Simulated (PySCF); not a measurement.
System: AlH3S2 (charge +2).

```xyz
6

Al   -0.0506   -0.1199    0.2403
S     0.7161    1.4594   -0.9227
H     1.4383    0.5956   -1.7072
S    -0.8883   -1.8109    1.6398
H    -0.7528   -1.1386    2.8322
H    -2.2262   -1.5310    1.4897
```

Geometry: PBE0-D3(BJ)/def2-SVPD.

Theory: PySCF 2.14.0, wB97M-D3(BJ)/def2-TZVPD, SCF density, gas phase.

Question: What will maps of the electron density and electron localisation function show?

Answer: Al–S (2.11 Å): ρ at the midpoint is about 0.73 e/Å³; the ELF peaks at about 0.85 in the valence shell of S, 1.0 Å from its nucleus, and is about 0.80 at the midpoint.
S–H (1.38 Å): the density is about 1.5 e/Å³ at the midpoint; the ELF climbs to about 1 towards the hydrogen, as it does in any bond to H; a covalent bond by its length.
Al–S (2.35 Å): ρ at the midpoint is about 0.57 e/Å³; the ELF peaks at about 0.95 between the atoms, as expected for a shared but strongly polarised pair.

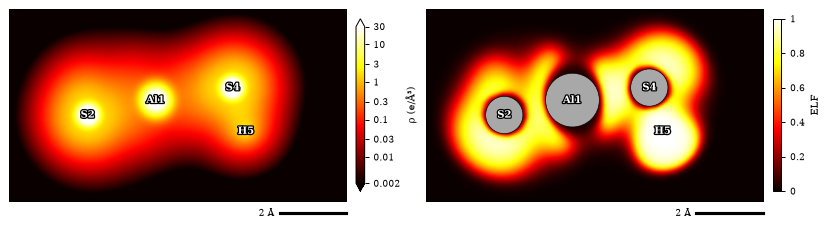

Computed electron density and electron localisation function on the plane of atoms Al1, S4 and H5, in this order. Grey discs cover the atomic cores in the ELF map. 
